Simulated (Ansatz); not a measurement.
**CH$_{4}$AlCl$_{2}$FO: density, localisation and related maps**

```yaml
atoms:
  - { symbol: Al, position_ang: [-0.4322, 1.4041, -0.5931] }
  - { symbol: F, position_ang: [1.0173, 2.2361, -0.7730] }
  - { symbol: Cl, position_ang: [-1.0991, 0.2909, -2.2715] }
  - { symbol: Cl, position_ang: [-1.9070, 2.2735, 0.6402] }
  - { symbol: H, position_ang: [1.4136, 0.2541, 0.4278] }
  - { symbol: O, position_ang: [0.4645, 0.0475, 0.4713] }
  - { symbol: C, position_ang: [0.1984, -1.3693, 0.5112] }
  - { symbol: H, position_ang: [-0.8781, -1.4818, 0.6834] }
  - { symbol: H, position_ang: [0.7530, -1.8152, 1.3476] }
  - { symbol: H, position_ang: [0.4697, -1.8400, -0.4440] }
```

The calculation used Ansatz, RKS B3LYP/def2-SVP.

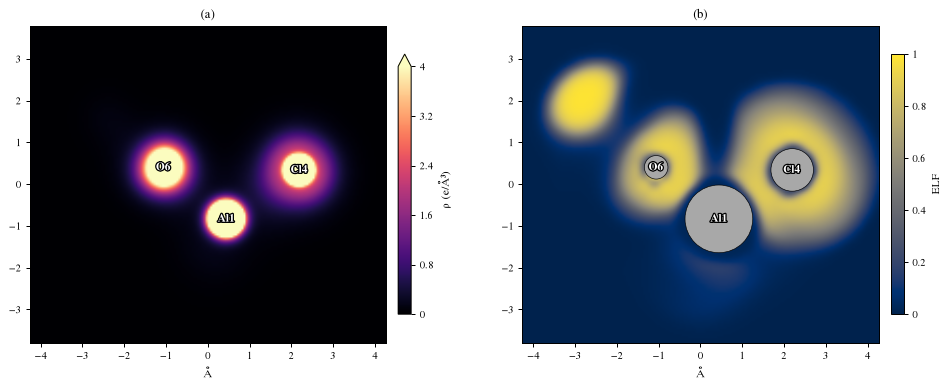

Figure 1. (a) electron density; (b) electron localisation function on the plane of atoms Cl4, Al1 and O6. Grey discs cover the atomic cores in the ELF map.

Q: What do the fields say about this system?

A:
- The section cuts through Al, Cl and O sites.
- Al–O (1.94 Å): the density is about 0.47 e/Å³ at the midpoint; the ELF peaks at about 0.90 in the valence shell of O, 0.7 Å from its nucleus, and is about 0.45 at the midpoint.
- Al–Cl (2.11 Å): ρ at the midpoint is about 0.69 e/Å³; the ELF peaks at about 0.90 in the valence shell of Cl, 0.9 Å from its nucleus, and is about 0.80 at the midpoint.
- The ELF also peaks beside Cl4 and O6, away from the bonds: lone-pair regions.

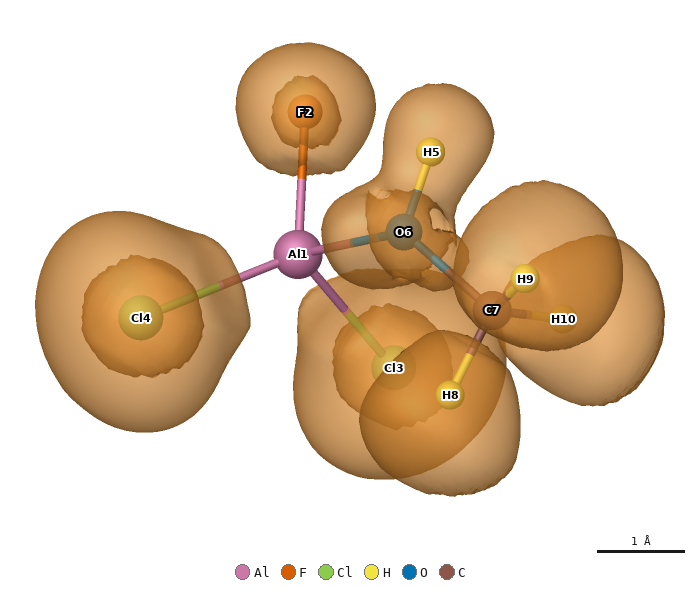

Figure 2. Isosurface of the ELF at 0.75 (orange), seen at an oblique angle. Core shells and regions of very low density are left out.

Q: Describe the localisation domains.

A: At this value the surface marks out three regions around hydrogen nuclei, two regions on Cl in which the atom's valence shell and bonds are merged, one region wrapped around F (its valence shell) and one joined region spread over several atoms (H, O), in which their bonds and any lone pairs are merged. Profiles from the grid: C–O (1.44 Å): the ELF peaks at about 0.90 between the atoms; a polar covalent bond. Al–F (1.68 Å): the ELF peaks at about 0.85 in the valence shell of F, 0.5 Å from its nucleus, and is about 0.25 at the midpoint.

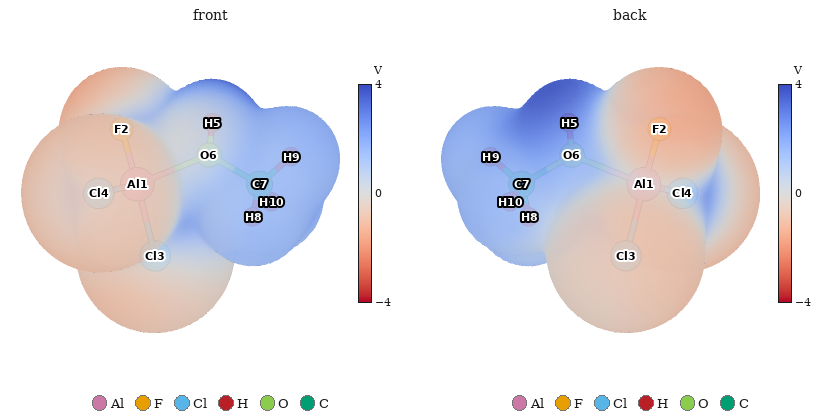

Figure 3. The molecular electrostatic potential painted on the density surface at 0.002 e/bohr³, seen from the front and from behind; the colour scale runs from red (negative) to blue (positive).

Q: Where is the surface potential most negative and most positive?

A: The most negative region (about −1.5 V) lies over F2, the most positive (about +3.6 V) over H5.
